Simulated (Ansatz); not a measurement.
## Nudged elastic band, with input and output: C₂H₈AlF

The run: nudged elastic band of C₂H₈AlF. Method and program: RKS BHLYP/6-31G* (Ansatz 0.2.0).

It belongs to a series of runs on one base structure; here: band between the two ends. Figures and captions count atoms from 1; the log counts them from 0 in places.

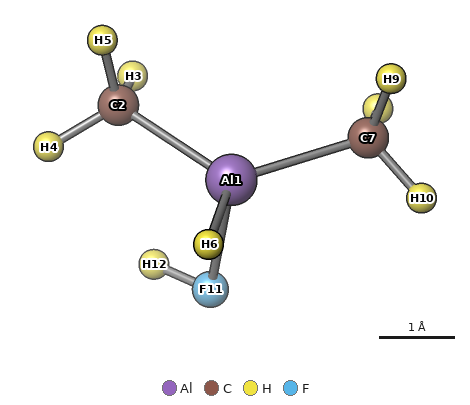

**Figure 1.** The starting structure (ball-and-stick view, seen at a tilt; atoms are numbered from 1 in the order of the input). Sticks mark near contacts. Bond lengths as drawn: Al–C 1.96 to 1.98 Å, Al–F 2.09 Å, Al–H 1.59 Å, C–H 1.09 Å and F–H 0.93 Å.

## Input file
```yaml
crystal:
  periodic: [false, false, false]
  atoms:
    - { symbol: Al, position_ang: [-0.047237, -0.101193, 0.208494] }
    - { symbol: C, position_ang: [-0.11593, 0.102125, 2.181485] }
    - { symbol: H, position_ang: [-1.03623, -0.266577, 2.638526] }
    - { symbol: H, position_ang: [0.724883, -0.353546, 2.711119] }
    - { symbol: H, position_ang: [-0.067055, 1.161666, 2.437642] }
    - { symbol: H, position_ang: [1.368284, 0.105026, -0.484453] }
    - { symbol: C, position_ang: [-1.68742, 0.103251, -0.848805] }
    - { symbol: H, position_ang: [-2.573873, -0.274124, -0.33924] }
    - { symbol: H, position_ang: [-1.877198, 1.155522, -1.068324] }
    - { symbol: H, position_ang: [-1.622263, -0.40431, -1.811225] }
    - { symbol: F, position_ang: [0.018935, -2.171195, 0.470457] }
    - { symbol: H, position_ang: [0.049003, -2.216345, 1.403822] }
basis:
  gaussian: { orbitals: "6-31G*" }
hamiltonian:
  xc: { name: BHLYP }
neb:
  order_check: false
  images: 5
  f_tol: 0.03
  max_iterations: 60
  final_atoms:
    - { symbol: Al, position_ang: [0.08882323, -0.62171801, -0.54985716] }
    - { symbol: C, position_ang: [-0.14877466, -0.21969077, 2.53870067] }
    - { symbol: H, position_ang: [-1.20634224, 0.01703933, 2.57125133] }
    - { symbol: H, position_ang: [0.25390577, -0.23311799, 3.54547352] }
    - { symbol: H, position_ang: [0.37991144, 0.54780851, 1.97652046] }
    - { symbol: H, position_ang: [1.41076586, 0.21722109, -0.72014859] }
    - { symbol: C, position_ang: [-1.70919651, 0.034872, -0.88761867] }
    - { symbol: H, position_ang: [-2.46765169, -0.52726015, -0.34685852] }
    - { symbol: H, position_ang: [-1.81003212, 1.08492327, -0.6175255] }
    - { symbol: H, position_ang: [-1.95026731, -0.04264044, -1.94833497] }
    - { symbol: F, position_ang: [0.297099, -2.21471736, -0.16000486] }
    - { symbol: H, position_ang: [-0.00434176, -1.2024195, 2.0979003] }
  initial_path:
    images:
      - { positions_ang: [[-0.047237, -0.101193, 0.208494], [-0.11593, 0.102125, 2.181485], [-1.03623, -0.266577, 2.638526], [0.724883, -0.353546, 2.711119], [-0.067055, 1.161666, 2.437642], [1.368284, 0.105026, -0.484453], [-1.68742, 0.103251, -0.848805], [-2.573873, -0.274124, -0.33924], [-1.877198, 1.155522, -1.068324], [-1.622263, -0.40431, -1.811225], [0.018935, -2.171195, 0.470457], [0.049003, -2.216345, 1.403822]] }
      - { positions_ang: [[-0.02754289, -0.07543808, 0.13944103], [-0.07900134, 0.06941027, 2.228025], [-1.02943685, -0.26843978, 2.6548713], [0.72962449, -0.47708698, 2.70936359], [0.03968716, 1.11499328, 2.51885802], [1.36817944, 0.04609678, -0.57904697], [-1.68701344, 0.07309271, -0.89808341], [-2.47404903, -0.48227558, -0.47974695], [-2.00721831, 1.07465662, -0.94764771], [-1.57322645, -0.25464156, -1.90277891], [-0.08769723, -2.07394051, 0.52994796], [-0.03840655, -1.90612717, 1.52629505]] }
      - { positions_ang: [[-0.00784878, -0.04968316, 0.07038805], [-0.04207268, 0.03669555, 2.27456499], [-1.0226437, -0.27030257, 2.6712166], [0.73436598, -0.60062796, 2.70760818], [0.14642932, 1.06832056, 2.60007404], [1.36807488, -0.01283244, -0.67364094], [-1.68660689, 0.04293443, -0.94736182], [-2.37422505, -0.69042717, -0.62025389], [-2.13723861, 0.99379124, -0.82697141], [-1.52418991, -0.10497311, -1.99433283], [-0.19432947, -1.97668601, 0.58943893], [-0.12581609, -1.59590934, 1.64876809]] }
      - { positions_ang: [[0.01184533, -0.02392824, 0.00133508], [-0.00514403, 0.00398082, 2.32110499], [-1.01585055, -0.27216535, 2.68756191], [0.73910747, -0.72416894, 2.70585277], [0.25317148, 1.02164783, 2.68129006], [1.36797032, -0.07176167, -0.76823492], [-1.68620033, 0.01277614, -0.99664023], [-2.27440108, -0.89857875, -0.76076084], [-2.26725892, 0.91292586, -0.70629512], [-1.47515336, 0.04469533, -2.08588674], [-0.3009617, -1.87943152, 0.64892989], [-0.21322564, -1.28569151, 1.77124114]] }
      - { positions_ang: [[0.03750463, -0.2231915, -0.18239567], [-0.0530209, -0.07057638, 2.39363688], [-1.07934778, -0.17576379, 2.64879172], [0.57737357, -0.56048529, 2.98572636], [0.29541814, 0.86370139, 2.44636686], [1.3822355, 0.02456592, -0.75220614], [-1.69386573, 0.02014143, -0.96029971], [-2.33881795, -0.77480588, -0.6227934], [-2.11484999, 0.97025833, -0.67670525], [-1.63352468, 0.01558341, -2.04003615], [-0.10160814, -1.99119347, 0.37928497], [-0.14359768, -1.25793417, 1.88012753]] }
      - { positions_ang: [[0.06316393, -0.42245476, -0.36612641], [-0.10089778, -0.14513357, 2.46616877], [-1.14284501, -0.07936223, 2.61002153], [0.41563967, -0.39680164, 3.26559994], [0.33766479, 0.70575495, 2.21144366], [1.39650068, 0.12089351, -0.73617736], [-1.70153112, 0.02750671, -0.92395919], [-2.40323482, -0.65103301, -0.48482596], [-1.96244105, 1.0275908, -0.64711538], [-1.79189599, -0.01352851, -1.99418556], [0.09774543, -2.10295541, 0.10964006], [-0.07396972, -1.23017684, 1.98901392]] }
      - { positions_ang: [[0.08882323, -0.62171801, -0.54985716], [-0.14877466, -0.21969077, 2.53870067], [-1.20634224, 0.01703933, 2.57125133], [0.25390577, -0.23311799, 3.54547352], [0.37991144, 0.54780851, 1.97652046], [1.41076586, 0.21722109, -0.72014859], [-1.70919651, 0.034872, -0.88761867], [-2.46765169, -0.52726015, -0.34685852], [-1.81003212, 1.08492327, -0.6175255], [-1.95026731, -0.04264044, -1.94833497], [0.297099, -2.21471736, -0.16000486], [-0.00434176, -1.2024195, 2.0979003]] }
```

Run on 1 thread of Arm Neoverse V2, 24 GiB of memory available, shared host.

Launched with:
```bash
ansatz run input.yaml --threads 1 --pin off --max-ram 2048MiB --backend cpu --events-out ev --progress --plain --runs-dir out
```

## What the program printed
```
Engine: ansatz 0.2.0, aarch64-unknown-linux-gnu
Functional definition: BHLYP
  parameter a = 0.5
  exchange = (1 - a)*b88_x + a*exact_x
  correlation = lyp_c
907 factors; integrals over basis functions are off by at most 4.4e-4 eV
mean field evaluation 1: about -11509.6261 eV, gradient 5.1e1 eV
mean field evaluation 2: about -11511.4441 eV, gradient 4.2e1 eV
mean field evaluation 4: about -11515.4595 eV, gradient 8.3e-1 eV
mean field evaluation 8: about -11515.4861 eV, gradient 9.0e-3 eV
mean field -11515.48605710 eV, -423.1863071218 hartree, gradient 1.8e-5 eV, S^2 0.000000; 0 other end points of the search recorded, 0 dependent functions left out
the calculation of the forces begins
reference -11515.48622347 eV, -423.1863132356 hartree; 21, 21 occupied and 59, 59 virtual orbitals, 907 factors
907 factors; integrals over basis functions are off by at most 5.0e-4 eV
mean field evaluation 16: about -11511.9724 eV, gradient 5.3e1 eV
mean field -11517.58553265 eV, -423.2634614250 hartree, gradient 4.2e-5 eV, S^2 0.000000; 0 other end points of the search recorded, 0 dependent functions left out
[... from here on the field's lines of each further geometry are left out, up to the last ...]
NEB iter   1: max|band force component| = 5.611e0 eV/Å  barrier→ = 1.6418 eV  barrier← = 3.7412 eV  Δτ_max = 0.2000 Å  (169 SCF iters)
NEB iter   2: max|band force component| = 2.631e0 eV/Å  barrier→ = 0.7200 eV  barrier← = 2.8195 eV  Δτ_max = 0.2000 Å  (138 SCF iters)
NEB iter   3: max|band force component| = 2.910e0 eV/Å  barrier→ = 0.2551 eV  barrier← = 2.3546 eV  Δτ_max = 0.1006 Å  (138 SCF iters)
NEB iter   4: max|band force component| = 3.033e0 eV/Å  barrier→ = 0.1497 eV  barrier← = 2.2492 eV  Δτ_max = 0.0502 Å  (139 SCF iters)
NEB iter   5: max|band force component| = 2.740e0 eV/Å  barrier→ = 0.1328 eV  barrier← = 2.2323 eV  Δτ_max = 0.0999 Å  (138 SCF iters)
NEB iter   6: max|band force component| = 1.988e0 eV/Å  barrier→ = 0.1083 eV  barrier← = 2.2078 eV  Δτ_max = 0.1988 Å  (139 SCF iters)
NEB iter   7: max|band force component| = 1.042e0 eV/Å  barrier→ = 0.0611 eV  barrier← = 2.1606 eV  Δτ_max = 0.1979 Å  (135 SCF iters)
NEB iter   8: max|band force component| = 3.864e-1 eV/Å  barrier→ = 0.0457 eV  barrier← = 2.1451 eV  CI = image 2  Δτ_max = 0.1981 Å  (134 SCF iters)
NEB iter   9: max|band force component| = 2.054e-1 eV/Å  barrier→ = 0.0614 eV  barrier← = 2.1609 eV  CI = image 2  Δτ_max = 0.1985 Å  (132 SCF iters)
NEB iter  10: max|band force component| = 6.917e-1 eV/Å  barrier→ = 0.0638 eV  barrier← = 2.1633 eV  CI = image 2  Δτ_max = 0.1006 Å  (131 SCF iters)
NEB iter  11: max|band force component| = 2.741e-1 eV/Å  barrier→ = 0.0591 eV  barrier← = 2.1586 eV  CI = image 2  Δτ_max = 0.2000 Å  (135 SCF iters)
NEB iter  12: max|band force component| = 3.226e0 eV/Å  barrier→ = 0.0453 eV  barrier← = 2.1448 eV  CI = image 2  Δτ_max = 0.0999 Å  (129 SCF iters)
NEB iter  13: max|band force component| = 5.299e-1 eV/Å  barrier→ = 0.0347 eV  barrier← = 2.1342 eV  CI = image 2  Δτ_max = 0.1987 Å  (139 SCF iters)
NEB iter  14: max|band force component| = 2.541e-1 eV/Å  barrier→ = 0.0182 eV  barrier← = 2.1177 eV  CI = image 2  Δτ_max = 0.1789 Å  (133 SCF iters)
NEB iter  15: max|band force component| = 1.401e0 eV/Å  barrier→ = 0.0168 eV  barrier← = 2.1163 eV  CI = image 1  Δτ_max = 0.0892 Å  (134 SCF iters)
NEB iter  16: max|band force component| = 2.752e-1 eV/Å  barrier→ = 0.0229 eV  barrier← = 2.1224 eV  CI = image 2  Δτ_max = 0.1785 Å  (136 SCF iters)
NEB iter  17: max|band force component| = 1.395e0 eV/Å  barrier→ = 0.0161 eV  barrier← = 2.1156 eV  CI = image 1  Δτ_max = 0.0899 Å  (132 SCF iters)
NEB iter  18: max|band force component| = 4.181e-1 eV/Å  barrier→ = 0.0450 eV  barrier← = 2.1444 eV  CI = image 2  Δτ_max = 0.1830 Å  (137 SCF iters)
NEB iter  19: max|band force component| = 1.600e0 eV/Å  barrier→ = 0.0157 eV  barrier← = 2.1152 eV  CI = image 1  Δτ_max = 0.0913 Å  (137 SCF iters)
NEB iter  20: max|band force component| = 4.139e-1 eV/Å  barrier→ = 0.0352 eV  barrier← = 2.1346 eV  CI = image 2  Δτ_max = 0.1784 Å  (131 SCF iters)
NEB iter  21: max|band force component| = 2.401e-1 eV/Å  barrier→ = 0.0186 eV  barrier← = 2.1181 eV  CI = image 2  Δτ_max = 0.1521 Å  (131 SCF iters)
NEB iter  22: max|band force component| = 1.610e-1 eV/Å  barrier→ = 0.0142 eV  barrier← = 2.1136 eV  CI = image 2  Δτ_max = 0.0363 Å  (131 SCF iters)
NEB iter  23: max|band force component| = 1.006e-1 eV/Å  barrier→ = 0.0132 eV  barrier← = 2.1126 eV  CI = image 2  Δτ_max = 0.1453 Å  (124 SCF iters)
NEB iter  24: max|band force component| = 1.819e-1 eV/Å  barrier→ = 0.0165 eV  barrier← = 2.1160 eV  CI = image 2  Δτ_max = 0.0734 Å  (133 SCF iters)
NEB iter  25: max|band force component| = 1.563e-1 eV/Å  barrier→ = 0.0178 eV  barrier← = 2.1173 eV  CI = image 2  Δτ_max = 0.0735 Å  (136 SCF iters)
NEB iter  26: max|band force component| = 1.591e-1 eV/Å  barrier→ = 0.0184 eV  barrier← = 2.1179 eV  CI = image 2  Δτ_max = 0.0368 Å  (127 SCF iters)
NEB iter  27: max|band force component| = 1.263e-1 eV/Å  barrier→ = 0.0180 eV  barrier← = 2.1174 eV  CI = image 2  Δτ_max = 0.0512 Å  (118 SCF iters)
NEB iter  28: max|band force component| = 3.476e-2 eV/Å  barrier→ = 0.0171 eV  barrier← = 2.1166 eV  CI = image 2  Δτ_max = 0.0380 Å  (121 SCF iters)
the calculation of the forces begins
reference -11517.57990059 eV, -423.2632544506 hartree; 21, 21 occupied and 59, 59 virtual orbitals, 907 factors
907 factors; integrals over basis functions are off by at most 4.5e-4 eV
mean field evaluation 1152: about -11515.4690 eV, gradient 6.1e-5 eV
mean field -11515.46897574 eV, -423.1856793933 hartree, gradient 2.4e-5 eV, S^2 0.000000; 1 other end points of the search recorded, 0 dependent functions left out
the calculation of the forces begins
reference -11515.46914202 eV, -423.1856855041 hartree; 21, 21 occupied and 59, 59 virtual orbitals, 907 factors
NEB iter  29: max|band force component| = 1.673e-2 eV/Å  barrier→ = 0.0171 eV  barrier← = 2.1166 eV  CI = image 2  Δτ_max = 0.0000 Å  (234 SCF iters)
```

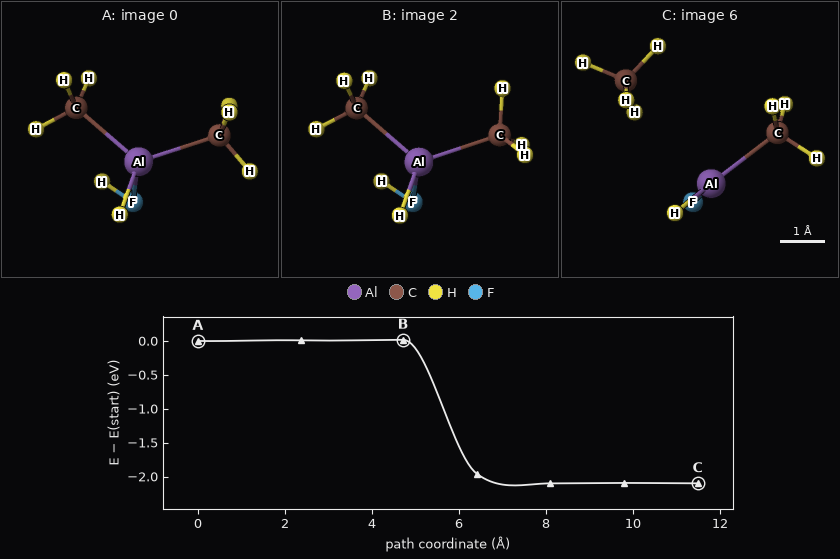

**Figure 2.** Images of the last band (counted from 0; ball-and-stick, seen at a tilt) above the energy along the path; the line is a cubic interpolation that uses the forces. The highest image is number 2, 0.017 eV above the start and 2.117 eV above the end (the climbing image); the end lies 2.099 eV below the start. The path is 11.49 Å long. The band converged in 29 iterations.

```
Total energy: -11515.46914202 eV, -423.1856855041 hartree
Atom 0 at    -0.056448    -0.377317     0.168829 Å, force     0.016243    -0.011907    -0.001630 eV/Å
Atom 1 at     0.099590     0.346617     2.010421 Å, force    -0.014499     0.001031     0.006583 eV/Å
Atom 2 at    -0.848382     0.402971     2.549009 Å, force    -0.000446     0.003097     0.001939 eV/Å
Atom 3 at     0.814209    -0.178760     2.649549 Å, force     0.002625    -0.002748    -0.007121 eV/Å
Atom 4 at     0.468586     1.372433     1.962670 Å, force     0.001766     0.000486    -0.000055 eV/Å
Atom 5 at     1.296211    -0.799555    -0.550695 Å, force     0.000869     0.003126    -0.004054 eV/Å
Atom 6 at    -1.663155     0.022859    -0.889601 Å, force    -0.005593    -0.000058    -0.002055 eV/Å
Atom 7 at    -1.447210     0.104618    -1.953619 Å, force     0.006698     0.000005    -0.001442 eV/Å
Atom 8 at    -2.423739    -0.751881    -0.783611 Å, force    -0.002585    -0.002367     0.005723 eV/Å
Atom 9 at    -2.129254     0.958435    -0.580742 Å, force    -0.002525     0.002436     0.000580 eV/Å
Atom 10 at    -0.543280    -2.234945     1.006361 Å, force    -0.003837     0.016748     0.012597 eV/Å
Atom 11 at    -0.433230    -2.025176     1.910927 Å, force     0.001284    -0.009847    -0.011065 eV/Å
Dipole moment:    -0.154443    -0.237791     0.507711 e Å
this run last wrote the band of iteration 29 to [file]
```

## The last band as extended XYZ (Å, eV, eV/Å)
```
12
Properties=species:S:1:pos:R:3:forces:R:3 image=0 energy=-11515.48606
Al   -0.0472   -0.1012    0.2085    0.0015  -0.0004   0.0010
C    -0.1159    0.1021    2.1815   -0.0014   0.0001  -0.0006
H    -1.0362   -0.2666    2.6385    0.0009   0.0001   0.0000
H     0.7249   -0.3535    2.7111   -0.0006   0.0003  -0.0008
H    -0.0671    1.1617    2.4376   -0.0001  -0.0006   0.0000
H     1.3683    0.1050   -0.4845    0.0000   0.0011  -0.0006
C    -1.6874    0.1033   -0.8488   -0.0071   0.0031  -0.0068
H    -2.5739   -0.2741   -0.3392    0.0065   0.0044  -0.0054
H    -1.8772    1.1555   -1.0683    0.0017  -0.0116   0.0018
H    -1.6223   -0.4043   -1.8112   -0.0017   0.0048   0.0106
F     0.0189   -2.1712    0.4705   -0.0001  -0.0004   0.0089
H     0.0490   -2.2163    1.4038    0.0003  -0.0010  -0.0081
12
Properties=species:S:1:pos:R:3:forces:R:3 image=1 energy=-11515.47747
Al   -0.0427   -0.2358    0.1838   -0.0043   0.0011  -0.0006
C    -0.0060    0.2355    2.1112   -0.0001  -0.0009   0.0008
H    -0.9251   -0.0075    2.6496    0.0010   0.0027  -0.0023
H     0.8292   -0.2023    2.6626    0.0002   0.0003   0.0016
H     0.1136    1.3145    2.2212    0.0042   0.0002  -0.0023
H     1.3589   -0.3630   -0.5548    0.0001  -0.0036   0.0008
C    -1.6689    0.0776   -0.8720    0.0002  -0.0009  -0.0010
H    -2.0009   -0.8293   -1.3795    0.0044   0.0089  -0.0051
H    -2.5051    0.4333   -0.2709    0.0012  -0.0108  -0.0043
H    -1.4952    0.8181   -1.6531   -0.0057   0.0012   0.0096
F    -0.2917   -2.2384    0.7359    0.0002  -0.0001  -0.0014
H    -0.2322   -2.1624    1.6654   -0.0015   0.0018   0.0041
12
Properties=species:S:1:pos:R:3:forces:R:3 image=2 energy=-11515.46898
Al   -0.0564   -0.3773    0.1688    0.0162  -0.0119  -0.0016
C     0.0996    0.3466    2.0104   -0.0145   0.0010   0.0066
H    -0.8484    0.4030    2.5490   -0.0004   0.0031   0.0019
H     0.8142   -0.1788    2.6495    0.0026  -0.0027  -0.0071
H     0.4686    1.3724    1.9627    0.0018   0.0005  -0.0001
H     1.2962   -0.7996   -0.5507    0.0009   0.0031  -0.0041
C    -1.6632    0.0229   -0.8896   -0.0056  -0.0001  -0.0021
H    -1.4472    0.1046   -1.9536    0.0067   0.0000  -0.0014
H    -2.4237   -0.7519   -0.7836   -0.0026  -0.0024   0.0057
H    -2.1293    0.9584   -0.5807   -0.0025   0.0024   0.0006
F    -0.5433   -2.2349    1.0064   -0.0038   0.0167   0.0126
H    -0.4332   -2.0252    1.9109    0.0013  -0.0098  -0.0111
12
Properties=species:S:1:pos:R:3:forces:R:3 image=3 energy=-11517.44376
Al   -0.1563   -0.9457   -0.1435   -0.0470  -0.2663  -0.1538
C     0.0132    0.0994    2.3361   -0.0463  -0.1244   0.1702
H    -0.8574    0.5158    2.8262   -0.0036   0.0353   0.1433
H     0.8429   -0.0012    3.0232    0.0182   0.0801   0.1780
H     0.3291    0.8066    1.5683   -0.0765  -0.2817  -0.1827
H     1.3599   -0.7220   -0.4926    0.0321   0.0619   0.0173
C    -1.6755   -0.0251   -0.9341   -0.0057  -0.0126  -0.0091
H    -1.4945    0.1302   -1.9975   -0.0330   0.0261  -0.0173
H    -2.5527   -0.6627   -0.8417   -0.0657   0.0398  -0.0314
H    -1.9319    0.9441   -0.5108    0.0808  -0.0119   0.0449
F    -0.5031   -2.3754    0.6412    0.0347  -0.0745  -0.1973
H    -0.2398   -0.9237    2.0247    0.1119   0.5282   0.0380
12
Properties=species:S:1:pos:R:3:forces:R:3 image=4 energy=-11517.58600
Al   -0.0367   -0.9047   -0.4894   -0.0011  -0.0055   0.0009
C    -0.0337    0.0367    2.4740   -0.0033   0.0087  -0.0013
H    -1.0385    0.4432    2.4262    0.0019  -0.0004   0.0009
H     0.3511    0.1399    3.4831   -0.0006  -0.0016   0.0024
H     0.6210    0.5930    1.8056    0.0005  -0.0045   0.0001
H     1.3744   -0.3045   -0.8477   -0.0006   0.0004   0.0000
C    -1.7456   -0.0570   -0.8612    0.0063  -0.0027   0.0069
H    -2.0793   -0.2915   -1.8724   -0.0013   0.0008  -0.0041
H    -2.5286   -0.3896   -0.1832   -0.0024   0.0001  -0.0002
H    -1.6778    1.0275   -0.7940   -0.0022   0.0014  -0.0026
F    -0.0243   -2.4333    0.1400   -0.0001   0.0056  -0.0028
H    -0.0480   -1.0195    2.2185    0.0028  -0.0021  -0.0001
12
Properties=species:S:1:pos:R:3:forces:R:3 image=5 energy=-11517.57972
Al    0.0161   -0.7539   -0.5697    0.0000  -0.0005   0.0006
C    -0.0688   -0.0897    2.5759    0.0001   0.0000   0.0001
H    -1.1056    0.2238    2.6395    0.0001   0.0001   0.0005
H     0.3705   -0.0899    3.5679    0.0004   0.0001  -0.0001
H     0.4887    0.6106    1.9572   -0.0003   0.0000  -0.0003
H     1.3838   -0.0143   -0.8181    0.0002   0.0000   0.0000
C    -1.7460   -0.0269   -0.9516   -0.0006   0.0007  -0.0016
H    -2.4419   -0.7941   -1.2854    0.0004   0.0001  -0.0002
H    -2.1804    0.4297   -0.0623   -0.0001  -0.0005   0.0002
H    -1.7035    0.7455   -1.7177    0.0001  -0.0001   0.0007
F     0.1325   -2.3040   -0.0083   -0.0001   0.0002   0.0000
H    -0.0114   -1.0967    2.1721   -0.0001   0.0001  -0.0001
12
Properties=species:S:1:pos:R:3:forces:R:3 image=6 energy=-11517.58553
Al    0.0888   -0.6217   -0.5499   -0.0078  -0.0003   0.0260
C    -0.1488   -0.2197    2.5387    0.0022  -0.0049  -0.0118
H    -1.2063    0.0170    2.5713   -0.0192   0.0043   0.0093
H     0.2539   -0.2331    3.5455   -0.0018   0.0006   0.0206
H     0.3799    0.5478    1.9765    0.0108  -0.0038  -0.0101
H     1.4108    0.2172   -0.7201   -0.0032  -0.0026  -0.0063
C    -1.7092    0.0349   -0.8876    0.0044  -0.0010  -0.0030
H    -2.4677   -0.5273   -0.3469    0.0091  -0.0015  -0.0016
H    -1.8100    1.0849   -0.6175    0.0027  -0.0015  -0.0030
H    -1.9503   -0.0426   -1.9483   -0.0074   0.0029  -0.0018
F     0.2971   -2.2147   -0.1600    0.0026   0.0003  -0.0130
H    -0.0043   -1.2024    2.0979    0.0079   0.0074  -0.0054
```

## Results in brief

- outcome: converged
- barrier, forward: 0.017 eV
- barrier, backward: 2.117 eV
- wall time: 8.3 min
- peak memory: 0.16 GiB

## Remarks

The order of the saddle point was not checked.
